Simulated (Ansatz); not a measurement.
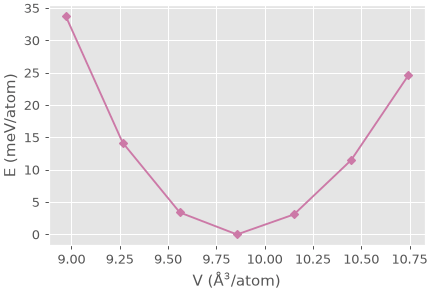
*MgB₂ (MoSi2 or CaC2 type, I4/mmm) under volume change, PBEsol (plane waves, PAW; program Ansatz), shape and atoms relaxed at each volume.*

**Question.** What does a third-order Birch–Murnaghan fit give for V₀, B₀ and B′?

**Answer.** V₀ = 9.86 Å³/atom, B₀ = 114 GPa, B′ = 4.2.

The cell is a constructed one: a structure type filled with these elements; neither database checked (COD, Materials Project) lists it. It is not the phase usual at ambient conditions (space group No. 191). Symmetry was held in the PBEsol relaxation. At this level the phase is dynamically unstable (imaginary phonons).

Potentials: the later of the program's two PAW sets.
